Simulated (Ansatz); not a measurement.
# Nudged elastic band, with input and output: AlN₃H₈ (part 2 of 2)

AlN₃H₈; RKS PBE-D4/def2-SVP (Ansatz 0.2.0). It belongs to a series of runs on one base structure; here: band between the two ends.

Geometry of the input (Å):
```
Al -0.0120  0.0355  0.0881
H  -0.1107  -0.9938  1.3310
N  1.5835  0.2308  -0.8047
H  2.4108  -0.2686  -0.4618
H  1.6185  0.1887  -1.8285
N  -1.5140  0.3536  -0.9166
H  -2.3909  -0.1217  -0.6822
H  -1.4672  0.4077  -1.9389
N  0.0556  1.8748  1.0696
H  0.9250  2.3056  0.7182
H  -0.7445  2.4053  0.6921
H  0.0404  1.9269  2.0967
```

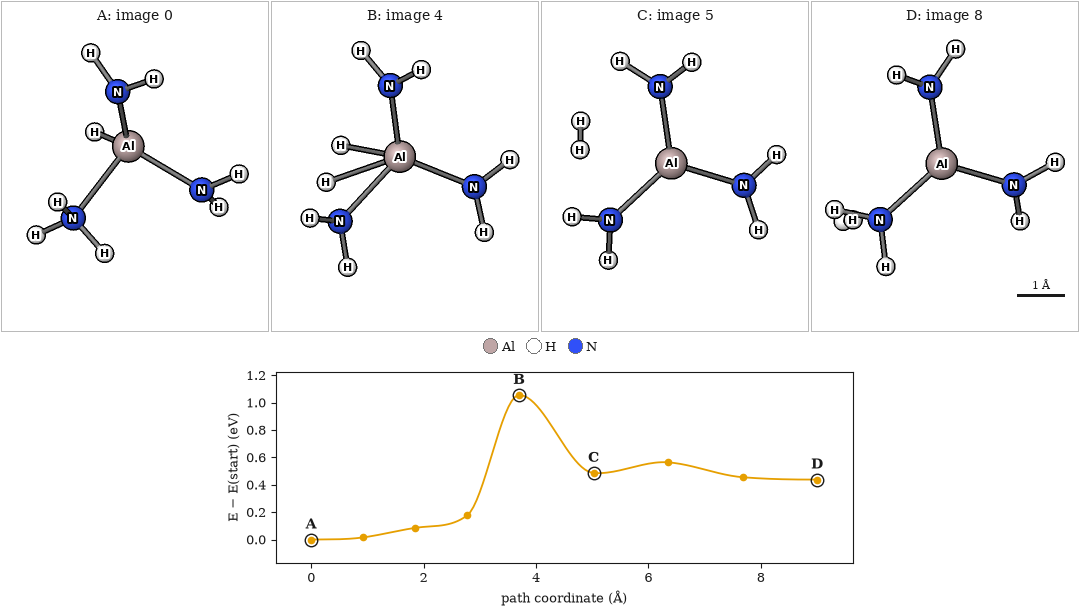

Fig. 1: Images of the last band (counted from 0; ball-and-stick, seen at a tilt) above the energy along the path; the line is a cubic interpolation that uses the forces. The highest image is number 4, 1.056 eV above the start and 0.617 eV above the end (the climbing image); the end lies 0.438 eV above the start. A further maximum stands at image 6, 0.564 eV from the start, so the path isn't one elementary step. The path is 9.00 Å long. The band converged in 20 iterations.

```
Total energy: -11183.90228061 eV, -411.0008280913 hartree
Atom 0 at     0.029706     0.484969    -0.175245 Å, force     0.001550    -0.004597    -0.001352 eV/Å
Atom 1 at    -0.257106    -0.090958     1.580218 Å, force    -0.005882    -0.002631     0.000920 eV/Å
Atom 2 at     1.597078     0.082035    -0.947354 Å, force     0.000935     0.002376    -0.000205 eV/Å
Atom 3 at     1.783759    -0.808944    -1.412213 Å, force    -0.000482    -0.000495     0.000260 eV/Å
Atom 4 at     2.478243     0.576415    -0.794675 Å, force    -0.000165    -0.000116    -0.000782 eV/Å
Atom 5 at    -1.551650     0.075902    -0.920347 Å, force    -0.000166     0.000994     0.001457 eV/Å
Atom 6 at    -2.310178    -0.400093    -0.428630 Å, force     0.000865     0.000590    -0.001179 eV/Å
Atom 7 at    -1.716618     0.039582    -1.928139 Å, force     0.000556     0.000189     0.001216 eV/Å
Atom 8 at     0.125195     2.095630     0.865555 Å, force    -0.005998     0.008012    -0.001804 eV/Å
Atom 9 at     0.999973     2.586728     1.085686 Å, force    -0.000515    -0.003840     0.001044 eV/Å
Atom 10 at    -0.643838     2.775447     0.826391 Å, force     0.001039    -0.001610    -0.000876 eV/Å
Atom 11 at    -0.139968     0.928188     1.611554 Å, force     0.008265     0.001128     0.001300 eV/Å
Dipole moment:     0.097467     0.265377    -0.001994 e Å
this run last wrote the band of iteration 20 to [file]
```

**The last band as extended XYZ (Å, eV, eV/Å)**
```
12
Properties=species:S:1:pos:R:3:forces:R:3 image=0 energy=-11184.95784
Al   -0.0120    0.0355    0.0881    0.0024   0.0012  -0.0156
H    -0.1107   -0.9938    1.3310   -0.0044   0.0071   0.0101
N     1.5835    0.2308   -0.8047    0.0258   0.0001  -0.0035
H     2.4108   -0.2686   -0.4618    0.0015   0.0069  -0.0038
H     1.6185    0.1887   -1.8285   -0.0173  -0.0053   0.0083
N    -1.5140    0.3536   -0.9166   -0.0153   0.0107  -0.0019
H    -2.3909   -0.1217   -0.6822   -0.0022  -0.0016   0.0009
H    -1.4672    0.4077   -1.9389    0.0104  -0.0016   0.0010
N     0.0556    1.8748    1.0696   -0.0042   0.0260   0.0000
H     0.9250    2.3056    0.7182   -0.0130  -0.0149   0.0101
H    -0.7445    2.4053    0.6921    0.0139  -0.0280   0.0072
H     0.0404    1.9269    2.0967    0.0023  -0.0006  -0.0128
12
Properties=species:S:1:pos:R:3:forces:R:3 image=1 energy=-11184.94192
Al   -0.0063    0.0485    0.0876    0.0000  -0.0026   0.0006
H    -0.0735   -0.9335    1.3700    0.0085  -0.0105  -0.0050
N     1.6414    0.1751   -0.7142   -0.0004   0.0104   0.0015
H     2.2036   -0.6767   -0.8106    0.0177   0.0067   0.0345
H     1.7900    0.7222   -1.5687   -0.0267  -0.0106  -0.0361
N    -1.5199    0.2958   -0.9216    0.0019   0.0084  -0.0024
H    -2.4139   -0.0968   -0.6085   -0.0036   0.0189  -0.0018
H    -1.4783    0.1705   -1.9378    0.0069  -0.0092  -0.0041
N     0.0441    1.9130    1.0166   -0.0035  -0.0033   0.0037
H     0.9701    2.3146    0.8091   -0.0003  -0.0134  -0.0020
H    -0.6856    2.5112    0.6031   -0.0005   0.0019   0.0049
H    -0.0769    1.9011    2.0377    0.0000   0.0032   0.0064
12
Properties=species:S:1:pos:R:3:forces:R:3 image=2 energy=-11184.87210
Al    0.0094    0.0534    0.0809   -0.0006  -0.0114   0.0090
H    -0.1898   -0.8037    1.4394   -0.0004  -0.0291  -0.0021
N     1.6435    0.0498   -0.7364    0.0057  -0.0085   0.0206
H     1.9634   -0.7636   -1.2697    0.0134  -0.0028   0.0180
H     2.1451    0.8672   -1.0912   -0.0255   0.0242  -0.0336
N    -1.5467    0.2071   -0.8692   -0.0003   0.0099   0.0066
H    -2.3669   -0.3417   -0.5925   -0.0040   0.0119  -0.0066
H    -1.5612    0.3012   -1.8892    0.0109   0.0140   0.0033
N     0.0961    1.9504    0.9467   -0.0006  -0.0078   0.0013
H     0.9691    2.4856    0.8430   -0.0001  -0.0072  -0.0144
H    -0.6819    2.4959    0.5469   -0.0011  -0.0152  -0.0123
H    -0.0854    1.8433    1.9543    0.0024   0.0220   0.0103
12
Properties=species:S:1:pos:R:3:forces:R:3 image=3 energy=-11184.78126
Al    0.0154    0.1775   -0.0245   -0.0055  -0.1406   0.0729
H    -0.1833   -0.4759    1.4675    0.0305  -0.1713  -0.0505
N     1.5601    0.1404   -0.9915   -0.0181   0.0214  -0.0212
H     1.8020   -0.7230   -1.4884    0.0011   0.0294  -0.0327
H     2.4391    0.5832   -0.7102   -0.0188  -0.0067   0.0374
N    -1.5596    0.0934   -0.9160   -0.0091   0.0134   0.0049
H    -2.3275   -0.4567   -0.5217   -0.0118  -0.0174  -0.0395
H    -1.6790    0.1547   -1.9297    0.0153   0.0556  -0.0003
N     0.1063    2.0287    0.9272   -0.0025  -0.0261   0.0248
H     0.9838    2.5596    1.0131   -0.0003  -0.0141  -0.0353
H    -0.6576    2.6808    0.7015    0.0013  -0.0377  -0.0582
H    -0.1051    1.5822    1.8355    0.0179   0.2942   0.0977
12
Properties=species:S:1:pos:R:3:forces:R:3 image=4 energy=-11183.90224
Al    0.0297    0.4850   -0.1752    0.0015  -0.0046  -0.0014
H    -0.2571   -0.0910    1.5802   -0.0059  -0.0026   0.0009
N     1.5971    0.0820   -0.9474    0.0009   0.0024  -0.0002
H     1.7838   -0.8089   -1.4122   -0.0005  -0.0005   0.0003
H     2.4782    0.5764   -0.7947   -0.0002  -0.0001  -0.0008
N    -1.5516    0.0759   -0.9203   -0.0002   0.0010   0.0015
H    -2.3102   -0.4001   -0.4286    0.0009   0.0006  -0.0012
H    -1.7166    0.0396   -1.9281    0.0006   0.0002   0.0012
N     0.1252    2.0956    0.8656   -0.0060   0.0080  -0.0018
H     1.0000    2.5867    1.0857   -0.0005  -0.0038   0.0010
H    -0.6438    2.7754    0.8264    0.0010  -0.0016  -0.0009
H    -0.1400    0.9282    1.6116    0.0083   0.0011   0.0013
12
Properties=species:S:1:pos:R:3:forces:R:3 image=5 energy=-11184.47148
Al    0.1179    0.8196   -0.4911    0.0262   0.0162  -0.0319
H    -0.5380   -0.3365    2.2309   -0.0129  -0.0390   0.0620
N     1.6528    0.1586   -1.1211    0.0071  -0.0085  -0.0133
H     1.7555   -0.7786   -1.5137    0.0046   0.0050  -0.0037
H     2.5570    0.6325   -1.1076    0.0039   0.0064  -0.0183
N    -1.4452    0.0845   -0.9573    0.0219   0.0351   0.0159
H    -2.2400   -0.0393   -0.3288   -0.0278   0.0408  -0.0162
H    -1.6902   -0.2305   -1.8966    0.0079  -0.0500   0.0124
N     0.1845    2.2378    0.6060   -0.0077   0.0441   0.0037
H     1.0109    2.5639    1.1109    0.0018  -0.0082  -0.0157
H    -0.6097    2.8448    0.8170   -0.0047  -0.0071  -0.0091
H    -0.3609    0.3882    2.0142   -0.0202  -0.0348   0.0141
12
Properties=species:S:1:pos:R:3:forces:R:3 image=6 energy=-11184.39392
Al    0.0975    0.8236   -0.5128    0.0131   0.0112   0.0039
H    -0.4963   -0.2888    2.4511    0.0030   0.0073   0.0135
N     1.6286    0.0925   -1.0760   -0.0042  -0.0231  -0.0089
H     1.6727   -0.7295   -1.6809   -0.0023   0.0059  -0.0030
H     2.5742    0.4182   -0.8667   -0.0078   0.0007   0.0163
N    -1.5306    0.1586   -0.9052    0.0393   0.0095   0.0165
H    -1.8203   -0.7761   -0.6095   -0.0136  -0.0193  -0.0284
H    -2.0442    0.4102   -1.7520   -0.0227   0.0044  -0.0025
N     0.2029    2.2975    0.4970   -0.0092   0.0176   0.0137
H     1.0465    2.7923    0.7915   -0.0003  -0.0018  -0.0158
H    -0.6241    2.7516    0.8893   -0.0027  -0.0015  -0.0051
H    -0.3123    0.3949    2.1371    0.0075  -0.0110  -0.0003
12
Properties=species:S:1:pos:R:3:forces:R:3 image=7 energy=-11184.50250
Al    0.0628    0.7881   -0.5797    0.0002   0.0078  -0.0087
H    -0.2042   -0.0998    2.7947    0.0087   0.0080   0.0088
N     1.5937   -0.0063   -1.0453   -0.0003  -0.0056   0.0006
H     1.6956   -0.6695   -1.8146    0.0016   0.0016  -0.0019
H     2.4975    0.1386   -0.5930   -0.0023  -0.0082   0.0099
N    -1.5052    0.1516   -1.1546    0.0017  -0.0046  -0.0063
H    -1.6810   -0.8202   -1.4134    0.0038  -0.0016  -0.0246
H    -2.3657    0.6928   -1.2454   -0.0085   0.0075   0.0153
N     0.1138    2.2388    0.4729   -0.0022  -0.0039   0.0020
H     0.9448    2.7980    0.6730   -0.0045  -0.0004  -0.0036
H    -0.6944    2.6402    0.9513   -0.0028  -0.0048   0.0016
H    -0.0629    0.4926    2.3169    0.0046   0.0041   0.0068
12
Properties=species:S:1:pos:R:3:forces:R:3 image=8 energy=-11184.51971
Al   -0.0278    0.7431   -0.6562   -0.0031   0.0037   0.0001
H     0.3857    0.2282    3.2473   -0.0008   0.0090  -0.0169
N     1.5102   -0.0801   -1.0404    0.0049  -0.0011   0.0037
H     1.6922   -0.6308   -1.8805    0.0001   0.0006   0.0018
H     2.3333   -0.0896   -0.4360   -0.0047  -0.0009  -0.0046
N    -1.5496    0.2612   -1.4591    0.0013   0.0026   0.0028
H    -1.7078   -0.6335   -1.9250   -0.0005  -0.0020  -0.0013
H    -2.3895    0.8379   -1.5262    0.0019  -0.0001   0.0004
N    -0.0406    2.0552    0.5668    0.0041  -0.0034  -0.0030
H     0.7767    2.5962    0.8543   -0.0010   0.0003   0.0002
H    -0.8749    2.4256    1.0250   -0.0032  -0.0001   0.0011
H     0.2867    0.6314    2.5927    0.0007  -0.0085   0.0157
```

**Key numbers**

```csv
quantity,value
outcome,converged
"barrier, forward",1.056 eV
"barrier, backward",0.618 eV
wall time,3.3 min (CPU time 6.3 min)
peak memory,0.14 GiB
```

The order of the saddle point was not checked.
